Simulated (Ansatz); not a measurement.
# Lattice dynamics of MgBe2 (built on the sites of a database entry of Ba2Cd), part 2 of 2

How does MgBe2 (built on the sites of a database entry of Ba2Cd) vibrate, and is this structure a minimum?

Ansatz 0.2.0; DFT PBEsol, scalar-relativistic, plane waves, PAW.

So far. Step 4 (Tight relaxation): The largest force component left is 0.25 meV/Å and the pressure is 0.002 GPa, within the tolerances set. The cell now holds 12.08 Å³/atom. The relaxed cell has a = 2.774, c = 9.422 Å (conventional setting).

The structure was built from a prototype and need not be the compound's stable phase.

## 5. Zone-centre response

The zone centre comes first: it holds the modes that light can see, as far as symmetry allows. No field response is asked, since the mesh shows no gap.

input.yaml reads:

```yaml
crystal:
  lattice:
    - [-1.3868309658, 1.3868309658, 4.7111559481]
    - [1.3868309658, -1.3868309658, 4.7111559481]
    - [1.3868309658, 1.3868309658, -4.7111559481]
  atoms:
    - { symbol: Be, position: [0.3015106231, 0.3015106231, 0.0] }
    - { symbol: Be, position: [0.6984893769, 0.6984893769, 0.0] }
    - { symbol: Mg, position: [0.0, 0.0, 0.0] }
kpoints:
  mp_grid: { grid: [20, 20, 20] }
hamiltonian:
  xc: pbesol
scf:
  occupations: { method: methfessel_paxton, width: 0.15 }
output:
  eigenvalues: true
phonons:
  method: dfpt
```

On the command line:

```console
$ ansatz run input.yaml --threads 4 --pin off --max-ram 7168MiB --backend cpu --events-out ev --progress --plain --runs-dir out
```

Numbers of over 12 decimals in the logs are rounded to 6 here.

The program printed:

```text
zone centre: on kpoints.mp_grid the ground state, and the responses unless they are solved on pairs of k-points, stand on 1166 of the mesh's 8000 k-points, reduced under 4 symmetry operations, with k and −k counted as one. Each operation leaves every solved displacement unchanged or reverses it
[...]
Crystal: 3 atoms, lattice volume = 36.244 Å³
Basis set: ecut = 420 eV, 739 PW (Γ), exchange–correlation on 72×72×72 points (8 copies of the dense FFT grid, shifted against one another)
Bands: 11, of which v1, the nominal top of the filled ones, is band 7 counted from 1 (6 counted from 0)
Symmetry: 16 space group operations
k-points: 1166 of 8000 (irreducible under 4 space group operations, time reversal used)
[...]
SCF iter   1: F=—  HF=-2091.824627 eV  |F-HF|=—  |Δ(HF+E_count)|=         —  Δρ=2.67e-3  dr2=2.00e-3  ethr=1.77e-3  ⟨swp⟩=5.3  Hψ=80999  notcnv=0
[...]
SCF iter   7: F=-2091.823348 eV  HF=-2091.823348 eV  |F-HF|=1.00e-11  |Δ(HF+E_count)|=   1.01e-9  S|Δr|=    0.00e0  Δρ=1.90e-7  dr2=6.24e-12  ethr=1.00e-12  ⟨swp⟩=4.5  Hψ=59257  notcnv=0
SCF 1 converged in 7 iterations: F = -2091.823348 eV  dr2 = 6.24e-12
[...]
DFPT response loops at Γ: preconditioner auto → Kerker (q_TF=auto, 2.328 Å⁻¹) (partly filled bands, converged f_vac=0.000); β = 1.00, the filter's whole step (`scf.mixing.beta` (0.50) is not read by the response loops under this deck's `scf.mixing.preconditioner`; to damp them name `kerker` or `kerker_dos`, under which they read `scf.mixing.beta`, and type it under 1.00, their step now; both keys bind the ground state too); Broyden in place of MSR1
SCF converged after 7 iterations
[...]
Free energy (F): -2091.823348 eV
[...]
Internal energy: -2091.824058 eV  (E = F + TS)
E sigma→0 (E₀):  -2091.823525 eV
Entropy (-TS):   0.000710 eV (0.237 meV/atom)
Fermi energy:    7.247060 eV
[...]
--- Band table (eV; the first three rows and the last of 1166) ---
  k-point 0: bands = [... 3 lower, -35.0123, -2.1458, 3.4601, 4.1044, 11.9099, 11.9099, 16.7557, 17.2819]
  k-point 1: bands = [... 3 lower, -35.0140, -2.0636, 3.5376, 4.1819, 11.4196, 11.8050, 15.4356, 16.7066]
  k-point 2: bands = [... 3 lower, -35.0190, -1.8176, 3.7700, 4.4125, 10.3588, 11.5282, 14.0211, 15.6652]
  k-point 1165: bands = [... 3 lower, -35.0123, -1.0629, -0.1746, 9.9741, 11.7292, 11.7292, 11.8205, 15.4962]
--- Phonons (Γ-DFPT): 4 representative perturbations + reference, on 1166 of 8000 k-points (Σ response iterations 11) ---
  k mesh reduced under 4 symmetry operations, with k and −k counted as one. Each operation leaves every solved displacement unchanged or reverses it
  ASR residual: 1.023e-4 → 0.000e0 eV/Å²; symmetrization residual: 9.921e-7 eV/Å²
  ASR residual per site (eV/Å²): 3.65e-5 3.65e-5 1.02e-4
  Γ frequencies (cm⁻¹): 0.00 0.00 0.00 269.08 269.08 357.88 497.45 562.23 562.23
  non-analytic LO–TO correction: not included (Born effective charges unavailable; polar crystals: no LO–TO splitting at Γ)
```

Run time: 61 s. Hardware: 4 threads of Arm Neoverse V2, shared host; peak memory 1.6 GiB.

In the SCF lines HF is the Harris–Foulkes energy and dr2 the Hartree energy of the density residual, in eV; the loop may stop once dr2 is under the threshold and the program's other checks hold. Hψ counts applications of the Hamiltonian.

Numbers from this step:

- sum-rule residual before enforcement: 1.02e-4 eV/Å²
- point group: 4/mmm
- highest optical mode at the zone centre (no LO-TO term): 562.2 cm⁻¹
- lowest optical zone-centre mode: 269.1 cm⁻¹

Patterns of degenerate modes are one choice out of their space. Modes at Γ, with each element's share of the kinetic energy:

```csv
mode,frequency (cm⁻¹),symmetry,Be %,Mg %
1,0.0,acoustic,43,57
2,0.0,acoustic,43,57
3,0.0,acoustic,43,57
4,269.1,Eu,57,43
5,269.1,Eu,57,43
6,357.9,A2u,57,43
7,497.4,A1g,100,0
8,562.2,Eg,100,0
9,562.2,Eg,100,0
```

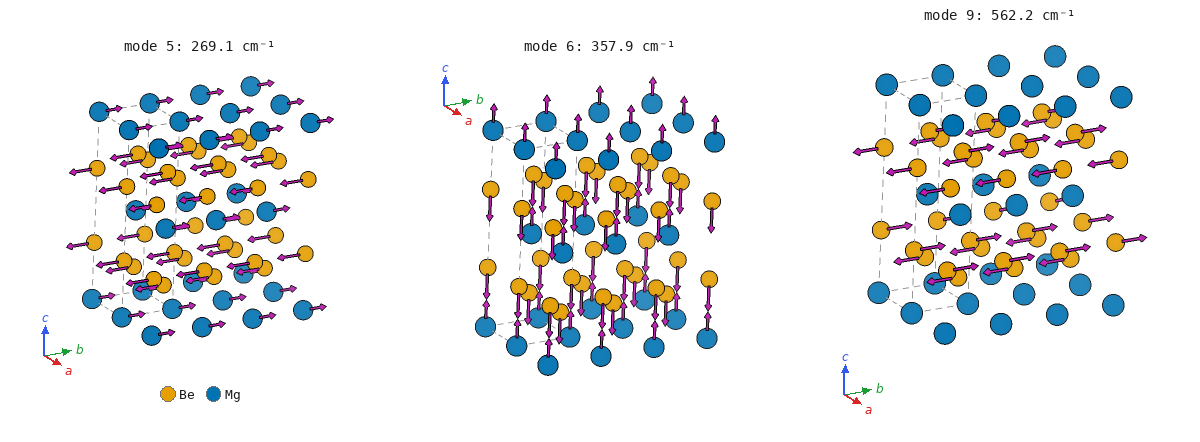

Displacement patterns of modes 5, 6 and 9 at Γ; arrows are exaggerated. 2×3×1 conventional cells are drawn. Some periodic images of atoms are drawn too.

Before it was imposed, the acoustic sum rule was missed by 1.0e-4 eV/Å². Small misses are needed for a sound result but don't prove that mesh and cutoff are converged. The lowest optical mode is real, 269 cm⁻¹.

## 6. Response at finite wavevector

Stability and thermal properties need the whole zone. Linear response on a 2×2×2 q mesh gives force constants as far as a supercell of that size would.

Edit input.yaml of step 5 so:

```diff
@@ -19 +19,10 @@
   method: dfpt
+  qmesh: [2, 2, 2]
+  temperatures: { t_max: 1000, t_step: 50 }
+  qpath:
+    path:
+      - [[0.0, 0.0, 0.0], [0.0, 0.0, 0.5], [0.25, 0.25, 0.25], [0.0, 0.5, 0.0], [0.0, 0.0, 0.0], [0.5, 0.5, -0.5], [0.27166367, 0.72833633, -0.27166367]]
+      - [[-0.27166367, 0.27166367, 0.27166367], [0.0, 0.0, 0.0]]
+      - [[0.0, 0.0, 0.5], [-0.04332735, 0.04332735, 0.5]]
+      - [[0.5, 0.5, -0.04332735], [0.5, 0.5, -0.5]]
+    npoints: 10
```

The program printed:

```text
Warning: phonons: the dynamical matrix that this run interpolates holds no multipole term above the dipole-dipole one, and a site of this crystal is no centre of inversion, so its interpolated transverse optical and acoustic branches and sound speeds can stay off near Gamma, and the density of states and the thermodynamics with them. What a run solves at a wave vector of phonons.qpoints, Gamma apart, where the deck admits one, is free of this, and under fd what a larger phonons.supercell samples
[...]
Crystal: 3 atoms, lattice volume = 36.244 Å³
Basis set: ecut = 420 eV, 739 PW (Γ), exchange–correlation on 72×72×72 points (8 copies of the dense FFT grid, shifted against one another)
Bands: 11, of which v1, the nominal top of the filled ones, is band 7 counted from 1 (6 counted from 0)
Symmetry: 16 space group operations
k-points: 641 of 8000
[...]
SCF iter   1: F=—  HF=-2091.824628 eV  |F-HF|=—  |Δ(HF+E_count)|=         —  Δρ=2.67e-3  dr2=2.00e-3  ethr=1.77e-3  ⟨swp⟩=5.3  Hψ=44436  notcnv=0
[...]
SCF iter   7: F=-2091.823348 eV  HF=-2091.823348 eV  |F-HF|=1.09e-11  |Δ(HF+E_count)|=   1.10e-9  S|Δr|=    0.00e0  Δρ=1.97e-7  dr2=6.64e-12  ethr=1.00e-12  ⟨swp⟩=4.5  Hψ=32529  notcnv=0
SCF 1 converged in 7 iterations: F = -2091.823348 eV  dr2 = 6.64e-12
[...]
SCF iter   1: F=—  HF=-2091.823348 eV  |F-HF|=—  |Δ(HF+E_count)|=         —  Δρ=1.87e-7  dr2=6.51e-12  ethr=8.95e-9  ⟨swp⟩=3.6  Hψ=67046  notcnv=0
eigensolver tolerance schedule: the retry pair's looser diagonalisation over-reported the residual by 192435.44 of it (diagonalisation noise at 1.25 of the residual, at the tolerance the schedule requests for it); recorded, not acted on — ethr = c·dr2/N_el stays at c = 1.0e-1
[...]
SCF iter   2: F=-2091.823348 eV  HF=-2091.823348 eV  |F-HF|=2.73e-12  |Δ(HF+E_count)|=   5.28e-9  S|Δr|=    0.00e0  Δρ=1.11e-7  dr2=2.96e-12  ethr=1.00e-12  ⟨swp⟩=4.7  Hψ=26863  notcnv=0
SCF 2 converged in 2 iterations: F = -2091.823348 eV  dr2 = 2.96e-12
phonons: the bands overlap, so this run is a metal and interpolates without the dipole-dipole term. If the crystal is really an insulator or semiconductor, its LO-TO splitting is missing
NSCF: frozen V_eff on 641 k-points
[...]
DFPT response loops at q = (0, 0, 0) (fractional): preconditioner auto → Kerker (q_TF=auto, 2.328 Å⁻¹) (partly filled bands, converged f_vac=0.000); β = 1.00, the filter's whole step (`scf.mixing.beta` (0.50) is not read by the response loops under this deck's `scf.mixing.preconditioner`; to damp them name `kerker` or `kerker_dos`, under which they read `scf.mixing.beta`, and type it under 1.00, their step now; both keys bind the ground state too); Broyden in place of MSR1
[...]
SCF converged after 7 iterations
[...]
Free energy (F): -2091.823348 eV
[...]
Internal energy: -2091.824058 eV  (E = F + TS)
E sigma→0 (E₀):  -2091.823525 eV
Entropy (-TS):   0.000710 eV (0.237 meV/atom)
Fermi energy:    7.247060 eV
[...]
--- Band table (eV; the first three rows and the last of 641) ---
  k-point 0: bands = [... 3 lower, -35.0123, -2.1458, 3.4601, 4.1044, 11.9099, 11.9099, 16.7557, 17.2819]
  k-point 1: bands = [... 3 lower, -35.0140, -2.0636, 3.5376, 4.1819, 11.4196, 11.8050, 15.4356, 16.7066]
  k-point 2: bands = [... 3 lower, -35.0190, -1.8176, 3.7700, 4.4125, 10.3588, 11.5282, 14.0211, 15.6652]
  k-point 640: bands = [... 3 lower, -35.0123, -1.0629, -0.1746, 9.9741, 11.7292, 11.7292, 11.8205, 15.4962]
--- Phonons (Γ-DFPT): 4 representative perturbations + reference (Σ response iterations 11) ---
  ASR residual: 1.188e-4 → 0.000e0 eV/Å²; symmetrization residual: 9.813e-7 eV/Å²
  ASR residual per site (eV/Å²): 3.76e-5 3.76e-5 1.19e-4
  Γ frequencies (cm⁻¹): 0.00 0.00 0.00 269.08 269.08 357.88 497.45 562.23 562.23
--- Phonons (arbitrary-q DFPT): 4 irreducible q on the 2×2×2 mesh ---
  q = [0.0000, 0.0000, 0.0000] (star 1, of the zone-centre solve; hermiticity 3.31e-7, symmetrization 4.84e-14): 0.00 0.00 0.00 269.08 269.08 357.88 497.45 562.23 562.23
  q = [0.0000, 0.0000, -0.5000] (star 2, 4 solved perturbations in 6556 linear systems a pass and spin channel, the states on 2112 of 8000 k-point pairs; hermiticity 1.11e-7, symmetrization 4.49e-13): -205.15 -194.55 202.87 350.51 365.60 394.78 406.49 522.15 528.00
  q = [0.0000, -0.5000, 0.0000] (star 4, 6 solved perturbations on 2112 of 8000 k-point pairs; hermiticity 1.32e-7, symmetrization 2.32e-9): -71.14 134.60 183.05 236.58 365.72 470.17 479.21 488.99 495.83
[...]
sum rule: each row above includes the acoustic sum rule's correction from the zone centre's row sums; it moved no ω² by more than (1.15 cm⁻¹)²
  mesh force constants: q→R imaginary residual 6.98e-18; ASR residual 1.188e-4 → 0.000e0 eV/Å²; symmetrization residual 2.442e-15 eV/Å²
  interpolated dispersion: 94 rows × 9 modes
  density of states and harmonic sums: on the 24×24×32 q-mesh, interpolated from the force constants of a 2×2×2 supercell (no non-analytic term)
  largest difference from the sums on the solved wave vectors: F 1.15e-1 eV, S 1.74e-4 and C_V 5.99e-5 eV/K
  zero-point energy: 0.176271 eV/cell   skipped modes (ω ≤ 0): 2671, of them read as no rigid motion or as one in doubt: 2668 (6.889e-1 modes/cell left out, lowest -205.15 cm⁻¹)   left out of the sums: 7.66e-2 of the cell's modes: C_V's classical limit lies that fraction below 3 k_B per atom; for a crystal, a wire or a layer, F and S can be off by more, and a phonons.interpolated_qmesh denser along its periods is the remedy for the sampling
```

The job ended after 5.4 min (4 threads; peak memory 2.2 GiB).

Numbers from this step:

```
sum-rule residual before enforcement                    : 1.19e-4 eV/Å²
lowest frequency on the path                            : -205.1 cm⁻¹
highest frequency on the path or at a solved wavevector : 567.2 cm⁻¹
lowest mode on the q mesh (acoustic modes at Γ apart)   : -205.2 cm⁻¹
```

Frequencies (cm⁻¹) solved at each irreducible wavevector; negative means imaginary. Frequencies by wavevector, by row:

```csv
q in reciprocal lattice units,star,mode 1,mode 2,mode 3,mode 4,mode 5,mode 6,mode 7,mode 8,mode 9
0 0 0,1,0,0,0,269.1,269.1,357.9,497.4,562.2,562.2
0 0 -0.5,2,-205.2,-194.6,202.9,350.5,365.6,394.8,406.5,522.1,528
0 -0.5 0,4,-71.1,134.6,183.1,236.6,365.7,470.2,479.2,489,495.8
-0.5 -0.5 -0.5,1,168.9,168.9,218.4,218.4,224.7,267.1,402.5,567.2,567.2
```

Interpolated from a 2×2×2 q mesh, rough between the solved points. Phonon branches along the path, in cm⁻¹:

```csv
point,branch 1,branch 2,branch 3,branch 4,branch 5,branch 6,branch 7,branch 8,branch 9
Γ,0,0,0,269,269,358,498,562,562
X,-205,-195,203,350,366,395,406,522,528
P,-200,-200,203,358,358,394,407,525,525
N,-71,135,183,237,366,470,479,489,496
Γ,0,0,0,269,269,358,498,562,562
M,169,169,218,218,225,267,402,567,567
S,-102,136,176,249,370,469,470,490,498
jump to S0,-102,136,176,249,370,469,470,490,498
Γ,0,0,0,269,269,358,498,562,562
jump to X,-205,-195,203,350,366,395,406,522,528
R,-200,-179,203,348,360,391,409,522,529
jump to G′,-200,-179,203,348,360,391,409,522,529
M,169,169,218,218,225,267,402,567,567
```

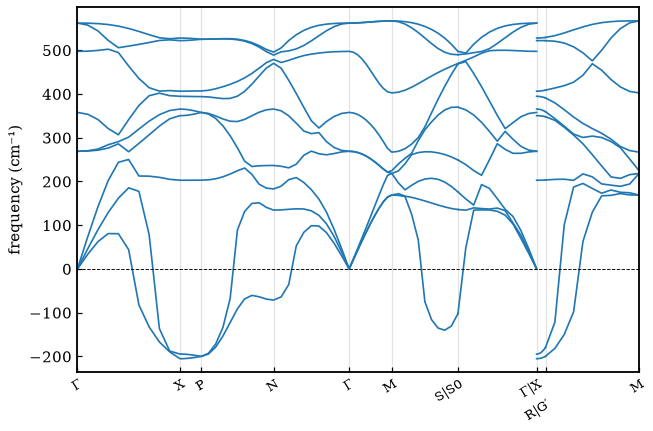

Phonon branches along the path.

Tetrahedra on a 24×24×32 mesh, mean over bins of 10 cm-1. Interpolated from a 2×2×2 q mesh, rough between the solved points. Phonon density of states against wavenumber; read off at these points:

```csv
wavenumber (cm⁻¹),phonon density of states (1/cm⁻¹/cell)
-200.0,0.0013
-175.0,0.00281
-150.0,0.00283
-125.0,0.00442
-100.0,0.00611
-75.0,0.00491
-50.0,0.00268
-25.0,0.00169
0.0,0.00158
25.0,0.00177
50.0,0.00304
75.0,0.00665
100.0,0.00662
125.0,0.00596
150.0,0.0139
175.0,0.0118
200.0,0.0218
215.0,0.0320
225.0,0.0222
250.0,0.0184
275.0,0.0112
300.0,0.0143
325.0,0.0228
335.0,0.0268
350.0,0.0196
375.0,0.00733
400.0,0.0118
415.0,0.0161
425.0,0.0145
450.0,0.0125
465.0,0.0165
475.0,0.0137
500.0,0.0264
525.0,0.0367
550.0,0.0230
```

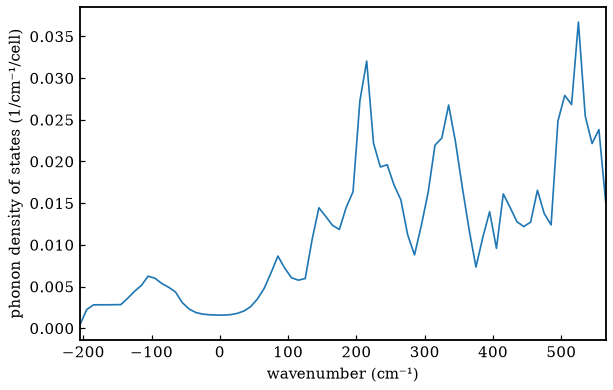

Phonon density of states against wavenumber.

The partial phonon density of states has structure finer than the step of the table below, so its rows give means over 50 cm⁻¹, whole bins alone (the curve runs from -213 to 594 cm⁻¹). Peaks (cm⁻¹: height): Be -101.7: 0.00539, 213.3: 0.0124, 325.0: 0.0103, 523.1: 0.0327; Mg 147.2: 0.00968, 213.3: 0.0192, 335.2: 0.0164.

Phonopy on the run's constants, 21x21x21 mesh, Gaussian sigma 5.8 cm-1. Interpolated from a 2×2×2 q mesh, rough between the solved points. The partial phonon density of states by wavenumber; means over each step; values in 1/cm⁻¹/cell:

```csv
wavenumber (cm⁻¹),Be,Mg
-150,0.00299,1.5e-4
-100,0.00492,7.4e-4
-50,0.00261,4.9e-4
0,5.5e-4,1.2e-4
50,0.00301,0.00104
100,0.00438,0.00243
150,0.00420,0.00771
200,0.00840,0.0128
250,0.00620,0.0117
300,0.00633,0.00899
350,0.00729,0.0111
400,0.0111,0.00127
450,0.0128,7.8e-4
500,0.0230,4.7e-4
550,0.0207,1.8e-4
```

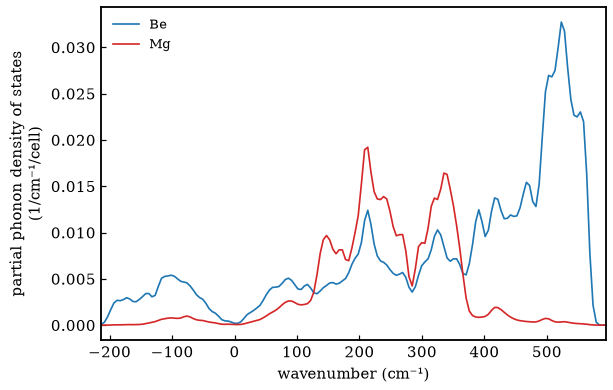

Partial phonon density of states, plotted against wavenumber.

Symmetry leaves 4 wavevectors to solve. The lowest mode among them, the acoustic zeros apart, lies at q = (0, 0, -0.5) and is imaginary, 205.2i cm⁻¹, so the energy falls along it.

## 7. Another isotope

An isotope changes the mass and not the force constants, so no new electronic calculation is needed; the shifts show which modes move this element.

The same force constants with the mass of Mg changed from 24.305 to 25.983 u (phonopy, no LO-TO term). Both lists are sorted by frequency; levels can cross, so a row need not hold one and the same mode. Modes under 3 cm⁻¹ are left out. Isotope shifts, by row:

```csv
q,rank,natural mass (cm⁻¹),changed mass (cm⁻¹)
0 0 0,4,269.1,265.4
0 0 0,5,269.1,265.4
0 0 0,6,357.9,352.9
0 0 0,7,497.4,497.4
0 0 0,8,562.2,562.2
0 0 0,9,562.2,562.2
0 0 -0.5,1,-205.2,-205.2
0 0 -0.5,2,-194.6,-194.4
0 0 -0.5,3,202.9,196.2
0 0 -0.5,4,350.5,339.4
0 0 -0.5,5,365.6,353.8
0 0 -0.5,6,394.8,394.7
0 0 -0.5,7,406.5,406.5
0 0 -0.5,8,522.1,522.1
0 0 -0.5,9,528,527.3
0 -0.5 0,1,-71.14,-70.6
0 -0.5 0,2,134.6,130.2
0 -0.5 0,3,183.1,183.1
0 -0.5 0,4,236.6,230.5
0 -0.5 0,5,365.7,354.7
0 -0.5 0,6,470.2,470.2
0 -0.5 0,7,479.2,479.2
0 -0.5 0,8,489,489
0 -0.5 0,9,495.8,494.5
-0.5 -0.5 -0.5,1,168.9,163.4
-0.5 -0.5 -0.5,2,168.9,163.4
-0.5 -0.5 -0.5,3,218.4,217.8
-0.5 -0.5 -0.5,4,218.4,218.4
-0.5 -0.5 -0.5,5,224.7,218.4
-0.5 -0.5 -0.5,6,267.1,267.1
-0.5 -0.5 -0.5,7,402.5,401.8
-0.5 -0.5 -0.5,8,567.2,567
-0.5 -0.5 -0.5,9,567.2,567
```

A mode of this element alone would shift by -3.28 %. The highest zone-centre frequency without the field goes from 562.2 to 562.2 cm⁻¹ (+0.0 %). The product of the frequency ratios over all optical modes at Γ is 0.959; the product rule, (m/m′)^(3k/2) (M′/M)^(3/2) with k = 1 such atoms and M the mass of the cell, gives 0.959.

## 8. What came out

| Property | Result |
| --- | --- |
| space group after relaxation (within 0.01 Å) | I4/mmm |
| volume per atom | 12.1 Å³ |
| electronic character | no gap on this mesh |
| highest optical mode at the zone centre (no LO-TO term) | 562 cm⁻¹ |
| lowest optical zone-centre mode | 269 cm⁻¹ |
| lowest mode on the q mesh (acoustic modes at Γ apart) | -205 cm⁻¹ |
| highest frequency on the path or at a solved wavevector | 567 cm⁻¹ |
| imaginary modes on the 2×2×2 q mesh | yes |

What this shows: Modes are clearly imaginary (beyond 10i cm⁻¹) at 2 of the 4 irreducible wavevectors, most at q = (0, 0, -0.5) (205.2i cm⁻¹), so this structure is not a minimum of the energy. The optical modes at Γ span 269 to 562 cm⁻¹. The highest mode in this list at Γ, 562.2 cm⁻¹, is mostly motion of Be (100 % of the kinetic energy). The q mesh stands for a supercell only 5.5 Å across, so branches between the solved wavevectors are rough. With no gap, or one that is small against the smearing, the frequencies hang on the k mesh and the smearing, most of all near Kohn anomalies. The starting cell was built on a prototype and not taken from a measurement, so the phase need not exist. These are harmonic frequencies at zero temperature: anharmonic shifts, linewidths and thermal expansion are left out.

[Logs are printed without paths, hosts, clocks, repeated set-up lines and the standing remarks that a program may print on its own settings, such as how far it seeks lower states.]

[Hosts, paths, dates, database ids (printed as entryN), source tags and the programs' standing remarks are cut or masked in the printed files.]
